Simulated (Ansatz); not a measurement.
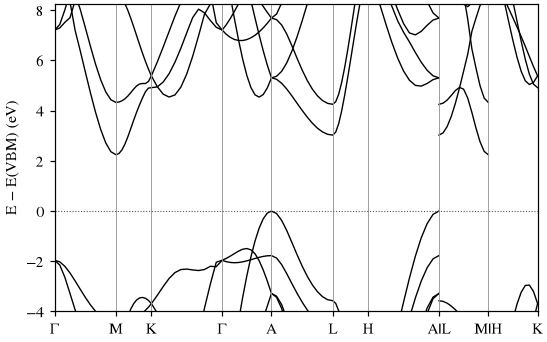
Figure: Band structure from the program Ansatz at the r²SCAN level (PAW)

**Question.** Read off the gap and where the band edges lie.

**Answer.** About 2.2 eV (2.24 eV by a search for the band edges); maximum at A, minimum at M.

**Question.** Which of these materials gives this?
A. C, P6_222 (C on 3c)
B. WSe2, P6_3/mmc (W on 2c, Se on 4f)
C. Te2Mo, P6_3/mmc (Te on 4f, Mo on 2c)
D. ZnO, wurtzite

**Answer.** A, C, P6_222 (C on 3c)

The start of the workflow was typed in or built on a structure type; neither database checked (COD, Materials Project) lists it. It is not the phase usual at ambient conditions (space group No. 194, 227). The cell was relaxed with r²SCAN under the symmetry of its start; its stability against distortions is not shown here.

Potentials: the earlier of the program's two PAW sets.
